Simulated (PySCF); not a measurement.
# C$_{6}$H$_{12}$BNSi: what the fields show

Input

```
{"job": {"kind": "nmr", "xc": "PBE0", "basis": "pcSseg-1"}, "charge": 0, "multiplicity": 1}
C      3.427240    -2.252259    -0.172967
C      2.358922    -1.324999     0.154899
C      1.488498    -0.542537     0.428417
B      0.369925     0.484592     0.776003
C      0.400829     1.792980    -0.236594
C     -0.671517     2.831495     0.071669
N     -0.890066    -0.191964     0.497049
C     -1.879550    -0.689056     0.171999
Si    -3.470056    -1.477692    -0.377330
H      4.099037    -1.806894    -0.908068
H      3.012156    -3.171472    -0.589301
H      4.000476    -2.499947     0.721393
H      0.359691     0.795148     1.927729
H      0.298796     1.468655    -1.274784
H      1.383953     2.256158    -0.142364
H     -1.669837     2.407996    -0.042033
H     -0.572085     3.192238     1.093560
H     -0.590996     3.687776    -0.599040
H     -3.103117    -2.468362    -1.385438
H     -4.073887    -2.077888     0.810278
H     -4.287332    -0.397027    -0.925550
```

Run with:

```sh
OMP_NUM_THREADS=1 python probes_run.py task.json out
```

Geometry: GFN2-xTB.

Computed with PBE0/pcSseg-1, SCF density, gas phase, non-relativistic in PySCF 2.14.0.

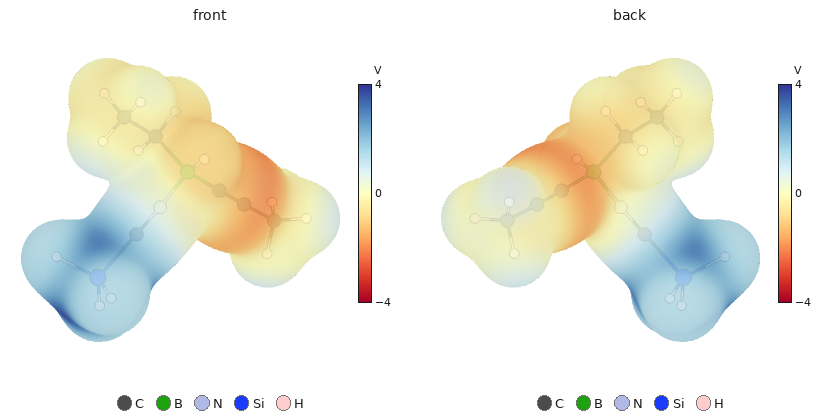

Figure 1. The electrostatic potential painted on the density surface at 0.004 e/bohr³, seen from the front and from behind; red is negative and blue positive.

**Describe the electrostatic potential map.**

The most negative region (about −1.9 V) lies over C2 and C3, the most positive (about +3.5 V) over Si9.

**How polar is the molecule by this calculation?**

Its dipole moment is 6.51 D.

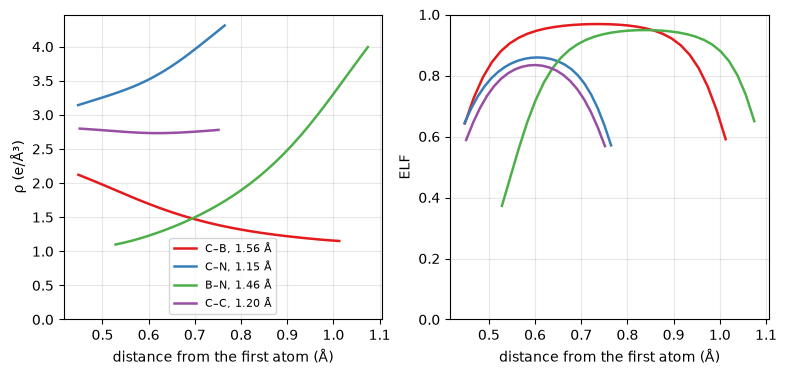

Figure 2. Total electron density and ELF along straight lines between neighbouring atoms. The curves leave out the atomic cores.

**What kind of bonding do the profiles show?**

C–B (1.56 Å): ρ is about 1.3 e/Å³ halfway; the ELF peaks at about 0.95 between the atoms: a shared electron pair.
C–N (1.15 Å): ρ is about 3.4 e/Å³ halfway; the ELF peaks at about 0.85 between the atoms (a short, multiple covalent bond).
B–N (1.46 Å): ρ at the midpoint is about 1.6 e/Å³; the ELF peaks at about 0.95 between the atoms: a polar covalent bond.
C–C (1.20 Å): the density is about 2.7 e/Å³ at the midpoint; the ELF peaks at about 0.85 between the atoms (a multiple bond).
